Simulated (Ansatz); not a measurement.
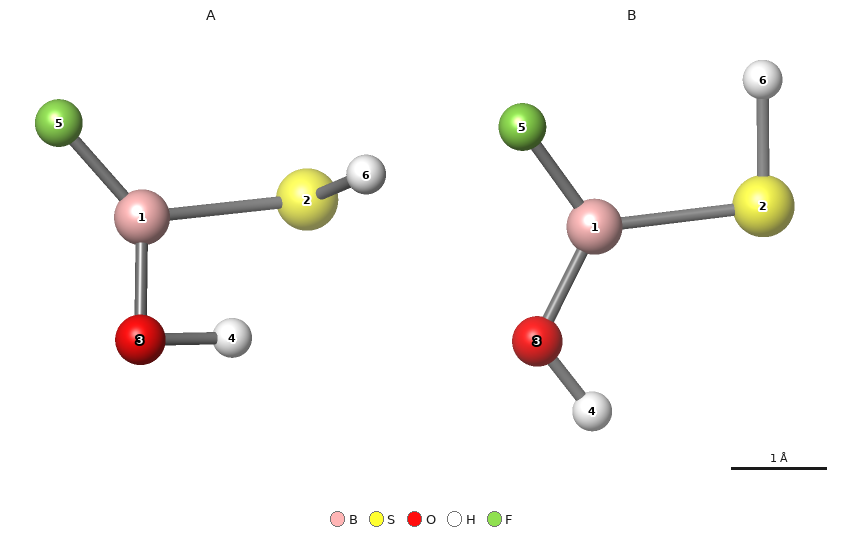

Two geometries of BH$_{2}$SOF (started from a transition state, displaced along its imaginary mode), drawn at one scale. One is the start of a relaxation, the other its converged end. The picture is a ball-and-stick view, seen at a tilt.

Theory: RKS PBE0-D4/def2-TZVP in Ansatz 0.2.0. (force threshold 0.005 eV/Å; at most 200 steps)

Which of the two is the end point?

Structure B is the relaxed one. Over 16 accepted moves (17 points after the start) the energy falls by 1.404 eV. Largest force component: 2.5 eV/Å at the start, 0.00073 eV/Å at the end. The line search rejected the trial step at point 12 of the run. The atom that moves furthest after the best rigid fit is H6 (1.13 Å). Largest moves by element: H 1.13 Å, S 0.67 Å, F 0.49 Å, O 0.38 Å, B 0.35 Å. Some distances before and after: S2–H4 1.786 → 2.815 Å, B1–H4 1.591 → 1.959 Å, B1–S2 1.934 → 1.820 Å, O3–H4 1.069 → 0.959 Å. Among the angles between lasting bonds that change: B1–O3–H4 82.7° → 115.1°, S2–B1–O3 101.7° → 122.6°, O3–B1–F5 134.0° → 117.3°. Groups turn about B1–S2 by about 90°.
